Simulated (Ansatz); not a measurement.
**CH₂AlO+ (SMILES [CH+]1[O][AlH]1): functionals against CCSD(T) at one geometry**

How do the functionals fare away from a minimum? The structure is a structure displaced at random from a GFN2-xTB minimum.

Computed with Ansatz 0.2.0, Gaussian basis. Level: single points in def2-TZVPP.

Correlated methods freeze the cores. B3LYP uses VWN-RPA correlation.

**1. The starting structure**

SMILES `[CH+]1[O][AlH]1`, 5 atoms, charge 1, spin multiplicity 1.

Atoms are counted from 1 here; the program's logs count them from 0.

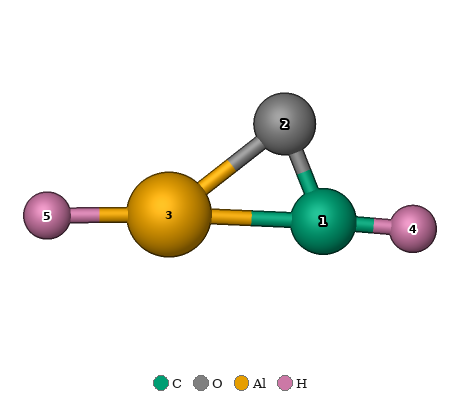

Start geometry, drawn with carbon teal, oxygen grey, aluminium amber, hydrogen pink; atoms are numbered from 1 in the order of the file.

Coordinates:

```
atom    x (Å)    y (Å)    z (Å)
  C1  -0.5650  -0.8012  -0.0903
  O2  -0.2561  -0.1870   1.0176
 Al3   0.5688   0.7435  -0.3295
  H4  -1.2147  -1.7144   0.0080
  H5   1.4563   1.9527  -0.5977
```

**2. CCSD(T)/def2-TZVPP**

The input, run/in.yaml:

```yaml
crystal:
  periodic: [false, false, false]
  atoms:
    - {symbol: C, position_ang: [-0.565000, -0.801200, -0.090300]}
    - {symbol: O, position_ang: [-0.256100, -0.187000, 1.017600]}
    - {symbol: Al, position_ang: [0.568800, 0.743500, -0.329500]}
    - {symbol: H, position_ang: [-1.214700, -1.714400, 0.008000]}
    - {symbol: H, position_ang: [1.456300, 1.952700, -0.597700]}
basis:
  gaussian: {orbitals: def2-TZVPP}
total_charge: 1
correlation: {method: ccsd_t}
output: {forces: true}
```

No record of the launch command was kept for these runs.

**3. PBE0-D4/def2-TZVPP**

run/in.yaml, as its differences from that of step 2:

```diff
@@ -11,3 +11,3 @@
 total_charge: 1
-correlation: {method: ccsd_t}
-output: {forces: true}
+hamiltonian: {xc: pbe0, dispersion: d4}
+output: {forces: true, orbitals: {seedname: orbitals}}
```

**4. wB97M-V/def2-TZVPP**

run/in.yaml, as its differences from that of step 3:

```diff
@@ -11,3 +11,3 @@
 total_charge: 1
-hamiltonian: {xc: pbe0, dispersion: d4}
-output: {forces: true, orbitals: {seedname: orbitals}}
+hamiltonian: {xc: {name: wB97M-V}}
+output: {forces: true}
```

**5. r2SCAN-D4/def2-TZVPP**

run/in.yaml, as its differences from that of step 4:

```diff
@@ -11,3 +11,3 @@
 total_charge: 1
-hamiltonian: {xc: {name: wB97M-V}}
+hamiltonian: {xc: r2scan, dispersion: d4}
 output: {forces: true}
```

**6. PBE-D4/def2-TZVPP**

run/in.yaml, as its differences from that of step 5:

```diff
@@ -11,3 +11,3 @@
 total_charge: 1
-hamiltonian: {xc: r2scan, dispersion: d4}
+hamiltonian: {xc: pbe, dispersion: d4}
 output: {forces: true}
```

**7. LC-wPBE/def2-TZVPP**

run/in.yaml, as its differences from that of step 6:

```diff
@@ -11,3 +11,3 @@
 total_charge: 1
-hamiltonian: {xc: pbe, dispersion: d4}
+hamiltonian: {xc: {name: LC-wPBE}}
 output: {forces: true}
```

**8. B3LYP-D4/def2-TZVPP**

run/in.yaml, as its differences from that of step 7:

```diff
@@ -11,3 +11,3 @@
 total_charge: 1
-hamiltonian: {xc: {name: LC-wPBE}}
+hamiltonian: {xc: {name: B3LYP}, dispersion: d4}
 output: {forces: true}
```

(Steps that only read results are left out.)

Q: Predict the outcome of this session. Wanted: energy less free atoms, CCSD(T)/def2-TZVPP; RMS force component; RMS force error; HOMO and LUMO, PBE0-D4; T1 diagnostic.

The runs gave:

| quantity | value |
| --- | --- |
| energy less free atoms, CCSD(T)/def2-TZVPP | -916.6 kJ/mol |
| RMS force component | 0.463 to 0.839 eV/Å over the methods |
| RMS force error | PBE0-D4 0.379, wB97M-V 0.294, r2SCAN-D4 0.205, PBE-D4 0.180, LC-wPBE 0.446, B3LYP-D4 0.242 eV/Å |
| HOMO and LUMO, PBE0-D4 | -14.10 and -8.55 eV |
| T1 diagnostic | 0.019 |

What this shows: Against CCSD(T) the functionals' energies less atoms differ by -90.9 to -24.7 kJ/mol, PBE-D4 by -90.9 kJ/mol. CCSD(T) in triple zeta still lacks some correlation energy of the bonds, so part of these gaps is its own basis error and they don't rank the functionals. The forces of PBE-D4 come nearest to CCSD(T), those of LC-wPBE are farthest. Frozen-core CCSD(T) forces in triple zeta carry basis errors of their own, and this is one geometry, so small gaps rank nothing.
